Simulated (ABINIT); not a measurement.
**A GW chain in ABINIT: Ca2FeH6 (Fm-3m)**

Aim: the G0W0 gap of Ca2FeH6 (Fm-3m) on LDA, step by step.

Program: ABINIT 10.8.3. Level of theory: LDA and many-body steps on it, plane waves. Results are calculated unless marked as measured.

**1. The starting structure**

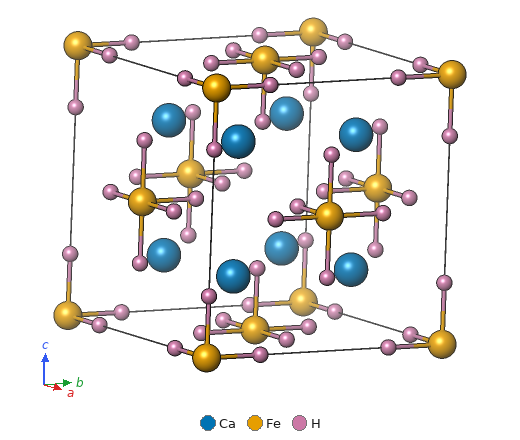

Start, viewed slightly off an axis; calcium blue, iron orange, hydrogen pink. This picture shows the conventional cell, with its axes. Some periodic images of atoms are drawn too.

The cell and positions are those that the Materials Project relaxed with its own functionals (PBE, PBE+U or r2SCAN), kept fixed.

**2. Ground state**

This step: ABINIT 10.8.3; DFT, LDA, plane waves, norm-conserving pseudopotentials.

The ground-state density comes first.

Input file run.abi:

```
acell 3*1.0 Angstrom
rprim 
  -0.000000000000 3.496077550000 3.496077550000
  3.496077550000 0.000000000000 3.496077550000
  3.496077550000 3.496077550000 -0.000000000000
ntypat 3
znucl 20 26 1
natom 9
typat 1 1 2 3 3 3 3 3 3
xred 
  0.250000000000 0.250000000000 0.250000000000
  0.750000000000 0.750000000000 0.750000000000
  0.000000000000 0.000000000000 0.000000000000
  0.771967350000 0.228032650000 0.228032650000
  0.228032650000 0.771967350000 0.771967350000
  0.228032650000 0.771967350000 0.228032650000
  0.771967350000 0.228032650000 0.771967350000
  0.228032650000 0.228032650000 0.771967350000
  0.771967350000 0.771967350000 0.228032650000
pp_dirpath "pseudos"
pseudos "Ca.upf, Fe.upf, H.upf"
ecut 39
ngkpt 6 6 6
nshiftk 1
shiftk 0 0 0
kptopt 1
chksymbreak 0
nband 29
occopt 1
tolvrs 1e-10
nstep 60
prtwf 0
optforces 0
optstress 0
indata_prefix "in"
outdata_prefix "out"
tmpdata_prefix "tmp"
```

Started as:

```sh
$ OMP_NUM_THREADS=1 mpirun -n 4 abinit run.abi > log
```

Numbers of over 12 decimals in the logs are rounded to 6 here.

Output:

```text
.Version 10.8.3 of ABINIT. v10.8.2 released Aug 2026.

 Symmetries : space group Fm -3 m (#225); Bravais cF (face-center cubic)
================================================================================
 Values of the parameters that define the memory need of the present run
     intxc =       0    ionmov =       0      iscf =       7    lmnmax =       6
     lnmax =       6     mgfft =      54  mpssoang =       3    mqgrid =    3001
     natom =       9  nloc_mem =       1    nspden =       1   nspinor =       1
    nsppol =       1      nsym =      48    n1xccc =    2501    ntypat =       3
    occopt =       1   xclevel =       1
-    mband =          29        mffmem =           1         mkmem =           4
       mpw =        6724          nfft =      157464          nkpt =          16
================================================================================
  Rough estimation (10% accuracy) of disk space for files :
================================================================================

--------------------------------------------------------------------------------
------------- Echo of variables that govern the present computation ------------
--------------------------------------------------------------------------------
 -outvars: echo values of preprocessed input variables --------
            acell      1.8897261259E+00  1.8897261259E+00  1.8897261259E+00 Bohr

      chksymbreak           0
             ecut      3.90000000E+01 Hartree
-          fftalg         312

              ixc       -1012
              kpt      0.00000000E+00  0.00000000E+00  0.00000000E+00
                       1.66666667E-01  0.00000000E+00  0.00000000E+00
                       3.33333333E-01  0.00000000E+00  0.00000000E+00
                       5.00000000E-01  0.00000000E+00  0.00000000E+00
                       1.66666667E-01  1.66666667E-01  0.00000000E+00
                       3.33333333E-01  1.66666667E-01  0.00000000E+00
                       5.00000000E-01  1.66666667E-01  0.00000000E+00
                      -3.33333333E-01  1.66666667E-01  0.00000000E+00
                      -1.66666667E-01  1.66666667E-01  0.00000000E+00
   [... 5 further rows ...]
                      -3.33333333E-01  3.33333333E-01  1.66666667E-01
                      -3.33333333E-01  5.00000000E-01  1.66666667E-01
         kptrlatt        6    0    0      0    6    0      0    0    6
          kptrlen      5.60591067E+01
P           mkmem           4
            natom           9
            nband          29
            ngfft          54      54      54
             nkpt          16
            nstep          60
             nsym          48
           ntypat           3
              occ      2.000000  2.000000  2.000000  2.000000  2.000000  2.000000
                       2.000000  2.000000  2.000000  2.000000  2.000000  2.000000
                       2.000000  2.000000  2.000000  2.000000  2.000000  2.000000
                       2.000000  2.000000  2.000000  0.000000  0.000000  0.000000
                       0.000000  0.000000  0.000000  0.000000  0.000000
        optforces           0
        optstress           0
            prtwf           0
            rprim     -0.0000000000E+00  3.4960775500E+00  3.4960775500E+00
[...]
spgroup         225

           tolvrs      1.00000000E-10

             xred      2.5000000000E-01  2.5000000000E-01  2.5000000000E-01
[...]
znucl       20.00000   26.00000    1.00000

================================================================================

 chkinp: Checking input parameters for consistency.

================================================================================
== DATASET  1 ==================================================================
-   mpi_nproc: 4, omp_nthreads: 1 (-1 if OMP is not activated)

--- !DatasetInfo
iteration_state: {dtset: 1, }
dimensions: {natom: 9, nkpt: 16, mband: 29, nsppol: 1, nspinor: 1, nspden: 1, mpw: 6724, }
cutoff_energies: {ecut:  39.0, pawecutdg:  -1.0, }
electrons: {nelect:   4.20000000E+01, charge:   0.00000000E+00, occopt:   1.00000000E+00, tsmear:   1.00000000E-02, }

 Real(R)+Recip(G) space primitive vectors, cartesian coordinates (Bohr,Bohr^-1):
 R(1)=  0.0000000  6.6066291  6.6066291  G(1)= -0.0756816  0.0756816  0.0756816
 R(2)=  6.6066291  0.0000000  6.6066291  G(2)=  0.0756816 -0.0756816  0.0756816
 R(3)=  6.6066291  6.6066291  0.0000000  G(3)=  0.0756816  0.0756816 -0.0756816
 Unit cell volume ucvol=  5.7672632E+02 bohr^3
 Angles (23,13,12)=  6.00000000E+01  6.00000000E+01  6.00000000E+01 degrees

 getcut: wavevector=  0.0000  0.0000  0.0000  ngfft=  54  54  54
         ecut(hartree)=     39.000   => boxcut(ratio)=   2.05660

--- Pseudopotential description ------------------------------------------------
- Ca Generated using ONCVPSP code by D. R. Hamann
- 20.00000  10.00000  180309                  znucl, zion, pspdat
12 -1012 2 -1 1724                            pspcod,pspxc,lmax,lloc,mmax
     nproj     2     2     2
  pspatm : epsatm=   12.51424511
         --- l  ekb(1:nproj) -->
[...]
pspatm: atomic psp has been read  and splines computed

- Fe Generated using ONCVPSP code by D. R. Hamann
- 26.00000  16.00000  180309                  znucl, zion, pspdat
[...]
- H Generated using ONCVPSP code by D. R. Hamann
-  1.00000   1.00000  180309                  znucl, zion, pspdat
12 -1012 1 -1 1180                            pspcod,pspxc,lmax,lloc,mmax
     nproj     2     1     0
  pspatm : epsatm=    0.35439867
         --- l  ekb(1:nproj) -->
[...]
1   -0.275071
 pspatm: atomic psp has been read  and splines computed

   1.77660656E+03                                ecore*ucvol(ha*bohr**3)
--------------------------------------------------------------------------------

_setup2: Arith. and geom. avg. npw (full set) are    6707.625    6707.612

================================================================================

--- !BeginCycle
iteration_state: {dtset: 1, }
solver: {iscf: 7, nstep: 60, nline: 4, wfoptalg: 0, }
tolerances: {tolvrs: 1.00E-10, }

     iter   Etot(hartree)      deltaE(h)  residm     vres2
 ETOT  1  -205.80439538172    -2.058E+02 2.113E-01 3.717E+02
 ETOT  2  -204.91417344095     8.902E-01 2.425E-02 8.351E+03
 ETOT  3  -205.45902997819    -5.449E-01 1.275E-02 5.064E+03
 ETOT  4  -206.05951425546    -6.005E-01 1.498E-02 1.413E+03
 ETOT  5  -206.23753924549    -1.780E-01 2.377E-03 5.197E+01
 ETOT  6  -206.24372444349    -6.185E-03 7.336E-03 1.817E+01
 ETOT  7  -206.24611212145    -2.388E-03 9.198E-04 2.019E-02
 ETOT  8  -206.24611443050    -2.309E-06 1.920E-03 4.349E-03
 ETOT  9  -206.24611480899    -3.785E-07 1.078E-03 1.479E-03
 ETOT 10  -206.24611506499    -2.560E-07 1.619E-03 1.070E-05
 ETOT 11  -206.24611506732    -2.332E-09 7.629E-04 2.868E-07
 ETOT 12  -206.24611506737    -4.667E-11 9.240E-04 1.081E-08
 ETOT 13  -206.24611506739    -2.166E-11 3.728E-04 9.471E-10
 ETOT 14  -206.24611506739    -2.984E-12 4.192E-04 2.894E-10
 ETOT 15  -206.24611506739     1.506E-12 1.803E-04 2.518E-12

 At SCF step   15       vres2   =  2.52E-12 < tolvrs=  1.00E-10 =>converged.

--- !ResultsGS
iteration_state: {dtset: 1, }
comment   : Summary of ground state results
lattice_vectors:
- [ -0.0000000,   6.6066291,   6.6066291, ]
- [  6.6066291,   0.0000000,   6.6066291, ]
- [  6.6066291,   6.6066291,  -0.0000000, ]
lattice_lengths: [   9.34318,    9.34318,    9.34318, ]
lattice_angles: [ 60.000,  60.000,  60.000, ] # degrees, (23, 13, 12)
lattice_volume:   5.7672632E+02
convergence: {deltae:  1.506E-12, res2:  2.518E-12, residm:  1.803E-04, diffor:  0.000E+00, }
etotal    :  -2.06246115E+02
entropy   :   0.00000000E+00
fermie    :   1.75970476E-01
cartesian_stress_tensor: null
pressure_GPa: null
xred      :
- [  2.5000E-01,   2.5000E-01,   2.5000E-01, Ca]
- [  7.5000E-01,   7.5000E-01,   7.5000E-01, Ca]
- [  0.0000E+00,   0.0000E+00,   0.0000E+00, Fe]
- [  7.7197E-01,   2.2803E-01,   2.2803E-01,  H]
- [  2.2803E-01,   7.7197E-01,   7.7197E-01,  H]
- [  2.2803E-01,   7.7197E-01,   2.2803E-01,  H]
- [  7.7197E-01,   2.2803E-01,   7.7197E-01,  H]
- [  2.2803E-01,   2.2803E-01,   7.7197E-01,  H]
- [  7.7197E-01,   7.7197E-01,   2.2803E-01,  H]
cartesian_forces: null
force_length_stats: {min: null, max: null, mean: null, }

 Integrated electronic density in atomic spheres:
 ------------------------------------------------
 Atom  Sphere_radius  Integrated_density
[...]
================================================================================

 ----iterations are completed or convergence reached----

 Mean square residual over all n,k,spin=   13.666E-07; max=  18.027E-05
 reduced coordinates (array xred) for    9 atoms
[...]
0.228032650000      0.771967350000      0.771967350000
       0.228032650000      0.771967350000      0.228032650000
       0.771967350000      0.228032650000      0.771967350000
       0.228032650000      0.228032650000      0.771967350000
       0.771967350000      0.771967350000      0.228032650000
 rms dE/dt=  0.0000E+00; max dE/dt=  0.0000E+00; dE/dt below (all hartree)
    1       0.000000000000      0.000000000000      0.000000000000
    2       0.000000000000      0.000000000000      0.000000000000
    3       0.000000000000      0.000000000000      0.000000000000
    4       0.000000000000      0.000000000000      0.000000000000
    5       0.000000000000      0.000000000000      0.000000000000
    6       0.000000000000      0.000000000000      0.000000000000
    7       0.000000000000      0.000000000000      0.000000000000
    8       0.000000000000      0.000000000000      0.000000000000
    9       0.000000000000      0.000000000000      0.000000000000

 cartesian coordinates (angstrom) at end:
    1      1.748039     1.748039     1.748039
[...]
5      5.397715     3.496078     3.496078
    6      3.496078     1.594440     3.496078
    7      3.496078     5.397715     3.496078
    8      3.496078     3.496078     1.594440
    9      3.496078     3.496078     5.397715
 length scales=  1.889726125908  1.889726125908  1.889726125908 bohr
              =  1.000000000000  1.000000000000  1.000000000000 angstroms
 prteigrs : about to open file out_EIG
 Fermi (or HOMO) energy (hartree) =   0.17597   Average Vxc (hartree)=  -0.37879
 Eigenvalues (hartree) for nkpt=  16  k points:
 kpt#   1, nband= 29, wtk=  0.00463, kpt=  0.0000  0.0000  0.0000 (reduced coord)
  -2.94252   -1.71077   -1.71077   -1.71077   -1.27156   -1.26909   -0.58631   -0.58631
  -0.58631   -0.57921   -0.57921   -0.57921   -0.10154    0.05071    0.05071    0.06687
   0.06687    0.06687    0.17331    0.17331    0.17331    0.27470    0.27470    0.34363
   0.40119    0.40119    0.40120    0.42628    0.42633
 prteigrs : prtvol=0 or 1, do not print more k-points.

--- !EnergyTerms
iteration_state     : {dtset: 1, }
comment             : Components of total free energy in Hartree
kinetic             :  8.69634979695716E+01
hartree             :  7.03848897437275E+01
xc                  : -3.42666099174876E+01
Ewald energy        : -1.12340003271455E+02
psp_core            :  3.08050196684968E+00
local_psp           : -2.18795017165240E+02
non_local_psp       : -1.27337439335868E+00
total_energy        : -2.06246115067392E+02
total_energy_eV     : -5.61224269883185E+03
band_energy         : -2.67376373641575E+01

== END DATASET(S) ==============================================================
================================================================================

 -outvars: echo values of variables after computation  --------
           etotal     -2.0624611507E+02
            nband          29
             nkpt          16
          spgroup         225
 [... the other variables as echoed above ...]

 Calculation completed.
```

Elapsed: 51 s, on 4 MPI ranks of Intel Xeon Platinum 8375C at 2.90GHz (Ice Lake), shared host; peak memory 0.45 GiB.

Numbers from this step:

| Quantity | Value |
| --- | --- |
| total energy | -5612.2427 eV |
| gap | 1.208 eV |
| k of the valence top | -0.3333, 0.5, 0.1667 |
| k of the conduction bottom | 0.5, 0.5, 0 |
| least direct gap | 1.215 eV |

The gap is indirect, with the least direct gap 0.007 eV higher.

[end of part 1 of 3]

[Paths, hosts, dates, memory and timing lines, banners, echoed tables and standing remarks are left out of the program output.]

[Logs are printed without paths, hosts, clocks, repeated set-up lines and the standing remarks that a program may print on its own settings, such as how far it seeks lower states.]

[Runs of the session that timed out or met a known fault of the program may be left out.]

[Hosts, paths, dates, database ids (printed as entryN), source tags and the programs' standing remarks are cut or masked in the printed files.]

[G0W0 gaps are taken among the corrected bands and points alone; a level outside them can change the order at an edge.]

[Where Ansatz stands beside ABINIT at settings called matched, ABINIT's density can come from a denser mesh and the files from another edition; pairs whose starting gaps differed by over 0.03 eV were left out, so agreement reads better than it is.]
